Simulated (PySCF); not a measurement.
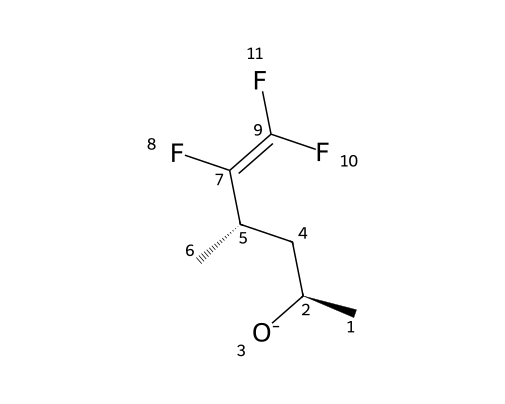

A structural formula, with wedges where it has stereocentres; small numbers name the atoms. The configuration is that of a computed structure (PBE0-D3(BJ)/def2-SVP).

> Give the R/S and E/Z labels.

C2: R; C5: S.

> Give a SMILES with the stereochemistry.

C[C@@H]([O-])C[C@H](C)C(F)=C(F)F
